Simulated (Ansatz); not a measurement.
Band structure of Nb (Im-3m, 1 atom in the cell).

```xyz
1
Lattice="-1.6565 1.6565 1.6565 1.6565 -1.6565 1.6565 1.6565 1.6565 -1.6565" Properties=species:S:1:pos:R:3 pbc="T T T"
Nb     0.0000     0.0000     0.0000
```

Method: PBE, PAW files (plane waves; Ansatz, a first-principles code).

Settings: basis.ecutwfc = 420 eV; kpoints.mp_grid.grid = 9 9 9; hamiltonian.xc = pbe; hamiltonian.pseudopotentials = {kind: paw} (an earlier, softer set of the program's PAW files); scf.occupations.method = fermi_dirac; scf.occupations.width = 0.05 eV; kpoints.band_path.npoints = 8.

The starting cell comes from a database of computed structures (which also holds hypothetical and non-ambient phases and stackings), without a prior relaxation at this level. Its lattice was rescaled by a random factor within 2.5 % of one. Spin polarisation is off.

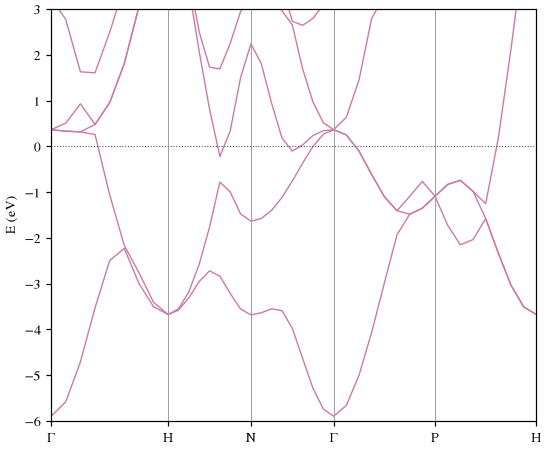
Fig. 1. Bands along the path, energies from the Fermi level.

Levels in eV from the Fermi level, bands 3 to 10:
| point | 3 | 4 | 5 | 6 | 7 | 8 | 9 | 10 |
|---|---|---|---|---|---|---|---|---|
| Γ | -29.68 | -29.68 | -5.90 | 0.36 | 0.36 | 0.36 | 3.24 | 3.24 |
| H | -30.58 | -30.58 | -3.68 | -3.68 | 5.54 | 5.54 | 5.54 | 8.99 |
| N | -30.10 | -29.69 | -3.68 | -1.64 | 2.24 | 3.27 | 3.94 | 6.30 |
| P | -30.35 | -30.35 | -1.09 | -1.09 | -1.09 | 4.08 | 4.08 | 9.35 |

Bands cross the Fermi level along this path, so the cell is metallic at this level.

Keys are those of Ansatz 0.2.
